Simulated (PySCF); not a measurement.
**CH5BClN (SMILES CNBCl) at 5 levels**

Aim: a comparison of 5 runs (HF/3-21G, HF/6-31G*, SVWN5/STO-3G, B3LYP/6-31G*, wB97X/aug-cc-pVDZ) of CH5BClN. Input form: a Python script.

The calculation is run with PySCF 2.14.0.

## 1. The system as given

CH5BClN has 9 atoms, charge 0, and is taken as a singlet. SMILES: `CNBCl`. The coordinates come from a PBE0-D4/def2-TZVP relaxation. This is one conformer, not always the lowest.

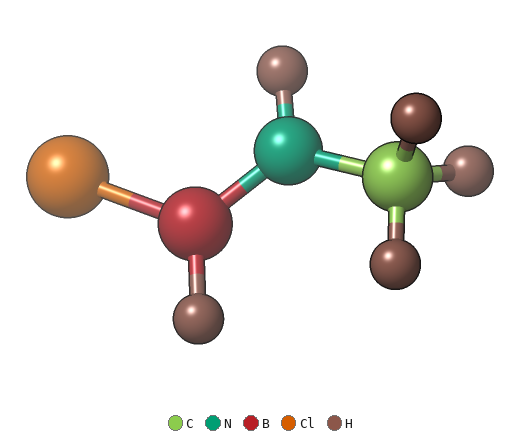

Viewed from a chosen angle; carbon green, nitrogen teal, boron red, chlorine orange, hydrogen brown.

## 2. Energy and forces at HF/3-21G (run 1)

Contents of run.py:

```python
# CNBCl
import pyscf.grad
from pyscf import gto

mol = gto.M(
    atom='''
C    0.510100   0.482100  -0.973400
N   -0.407900  -0.226000  -0.111700
B   -0.261100  -0.415200   1.248200
Cl  -1.495300  -1.314500   2.144800
H    0.907000  -0.170400  -1.756500
H    0.027900   1.338900  -1.452800
H    1.346700   0.849900  -0.380000
H   -1.220500  -0.605500  -0.573900
H    0.681600   0.014200   1.838200
''',
    basis='3-21g',
    verbose=4,
    max_memory=1860,
    charge=0,
)

calc0 = mol.RHF()
calc0.conv_tol = 1e-10
calc0.kernel()
if not calc0.converged:
    calc0 = calc0.newton().run(calc0.mo_coeff, calc0.mo_occ)

etot = calc0.e_tot
print('E(%s) = %.9f' % ('HF', etot))
grad = calc0.Gradients().kernel()
calc0.analyze()
```

Run with:

```sh
$ OMP_NUM_THREADS=1 python run.py
```

The program printed:

```text
PySCF version 2.14.0

[... 63 lines left out ...]
converged SCF energy = -576.626525915903
[... 21 lines left out ...]
MO #1   energy= -104.07816489373   occ= 2
[... 6 lines left out ...]
MO #8   energy= -7.61673663815825  occ= 2
[... 6 lines left out ...]
MO #15  energy= -0.599580946811638 occ= 2
[... 6 lines left out ...]
MO #22  energy= 0.246680952602833  occ= 0
[... 6 lines left out ...]
MO #29  energy= 0.47582452336716   occ= 0
[... 6 lines left out ...]
MO #36  energy= 0.902034641132975  occ= 0
[... 6 lines left out ...]
MO #43  energy= 1.34435268453867   occ= 0
[... 6 lines left out ...]
MO #50  energy= 2.85906367061046   occ= 0
[... 62 lines left out ...]
Dipole moment(X, Y, Z, Debye):  1.38315,  1.46970, -3.29181
```

Run time: 4.2 s. Hardware: 1 thread of Intel Xeon at 2.50GHz (Skylake/Cascade Lake), shared host; peak memory 0.12 GiB.

## 3. Energy and forces at HF/6-31G(d) (spherical functions) (run 2)

Contents of input.py:

```python
from pyscf import gto, scf

molecule = gto.M(
    atom=[
    ('C', (0.510100, 0.482100, -0.973400)),
    ('N', (-0.407900, -0.226000, -0.111700)),
    ('B', (-0.261100, -0.415200, 1.248200)),
    ('Cl', (-1.495300, -1.314500, 2.144800)),
    ('H', (0.907000, -0.170400, -1.756500)),
    ('H', (0.027900, 1.338900, -1.452800)),
    ('H', (1.346700, 0.849900, -0.380000)),
    ('H', (-1.220500, -0.605500, -0.573900)),
    ('H', (0.681600, 0.014200, 1.838200)),
],
    charge=0,
    spin=0,
    basis='6-31g*',
    max_memory=1860,
    verbose=4,
)

myscf = scf.RHF(molecule)
myscf.conv_tol = 1e-10
myscf.kernel()
if not myscf.converged:
    myscf = myscf.newton().run(myscf.mo_coeff, myscf.mo_occ)

etot = myscf.e_tot
print('E = %.10f Eh' % etot)
grad = myscf.nuc_grad_method().kernel()
myscf.analyze()
```

Run with:

```sh
$ OMP_NUM_THREADS=1 python input.py
```

The program printed:

```text
PySCF version 2.14.0

[... 82 lines left out ...]
DFT Exchange-Correlation Energy =      -45.127597052414785
[... 11 lines left out ...]
MO #10  energy= -1.08733090709644  occ= 2
[... 9 lines left out ...]
MO #20  energy= -0.401908168001603 occ= 2
[... 9 lines left out ...]
MO #30  energy= 0.554639058052806  occ= 0
[... 9 lines left out ...]
MO #40  energy= 0.923359071241368  occ= 0
[... 9 lines left out ...]
MO #50  energy= 1.22301027319112   occ= 0
[... 9 lines left out ...]
MO #60  energy= 2.12504194149541   occ= 0
[... 9 lines left out ...]
MO #70  energy= 3.14370446317922   occ= 0
[... 82 lines left out ...]
Dipole moment(X, Y, Z, Debye):  0.95952,  1.10743, -2.71853
```

Wall time 14 s (1 thread of Intel Xeon at 2.50GHz (Skylake/Cascade Lake), shared host); peak memory 0.14 GiB.

Runs 3 to 4 aren't shown in full; the table further down has their settings and results.

## 4. Energy and gradient at wB97X/aug-cc-pVDZ (run 5)

Contents of run.py:

```python
# CNBCl
import pyscf.grad
from pyscf import gto, dft

mol = gto.M(
    atom='''
C        0.510100       0.482100      -0.973400
N       -0.407900      -0.226000      -0.111700
B       -0.261100      -0.415200       1.248200
Cl      -1.495300      -1.314500       2.144800
H        0.907000      -0.170400      -1.756500
H        0.027900       1.338900      -1.452800
H        1.346700       0.849900      -0.380000
H       -1.220500      -0.605500      -0.573900
H        0.681600       0.014200       1.838200
''',
    spin=0,
    basis='aug-cc-pvdz',
    verbose=3,
    max_memory=1860,
    charge=0,
)

calc0 = dft.RKS(mol)
calc0.xc = 'wb97x'
calc0.grids.level = 5
calc0.conv_tol = 1e-10
calc0.kernel()
if not calc0.converged:
    calc0 = calc0.newton().run(calc0.mo_coeff, calc0.mo_occ)

e_tot = calc0.e_tot
print('E(%s) = %.9f' % ('WB97X', e_tot))
grad = calc0.Gradients().kernel()
dip = calc0.dip_moment()
pop, q = calc0.mulliken_pop()
```

Run with:

```sh
$ OMP_NUM_THREADS=1 python run.py
```

The program printed:

```text
converged SCF energy = -580.983565153988
[... 9 lines left out ...]
Dipole moment(X, Y, Z, Debye):  0.83295,  1.01970, -2.64935
[... 151 lines left out ...]
charge of    8H =      0.43117
```

It took 4.2 min on 1 thread of Intel Xeon at 2.50GHz (Skylake/Cascade Lake), shared host; peak memory 1.6 GiB.

## 5. Overview of the runs

```tsv
run	level	integration grid	Cartesian functions	energy (Eh)	dipole moment (D)	HOMO energy (eV)	LUMO energy (eV)	wall time
1	HF/3-21G	–	no	-576.626526	3.86	-11.03	4.41	4.2 s
2	HF/6-31G* (spherical functions)	–	no	-579.473188	3.09	-10.94	4.52	14 s
3	SVWN5/STO-3G	5	no	-571.830145	3.65	-4.46	2.24	11 s
4	B3LYP/6-31G* (Cartesian functions)	5	yes	-580.998873	3.10	-7.37	0.51	47 s
5	wB97X/aug-cc-pVDZ	5	no	-580.983565	2.96	-10.22	1.06	4.2 min
```

## 6. Outcome

| quantity | value |
| --- | --- |
| run 5: total energy | -580.98357 Eh |
| run 5: dipole moment | 2.96 D |
| run 5: HOMO energy | -10.22 eV |
| run 5: LUMO energy | 1.06 eV |
| run 5: HOMO–LUMO gap | 11.28 eV |
| run 5: largest force on an atom | 0.367 eV/Å |

The dipole moment (its size) runs from 2.96 D (wB97X/aug-cc-pVDZ) to 3.86 D (HF/3-21G). The two ends differ in method and basis. The HOMO–LUMO gap runs from 6.70 eV (SVWN5/STO-3G) to 15.46 eV (HF/6-31G*). Totals of different functionals can't be ranked against each other. In run 3 the basis is minimal, so the values are rough. All runs together took 5.4 min, the longest 4.2 min.
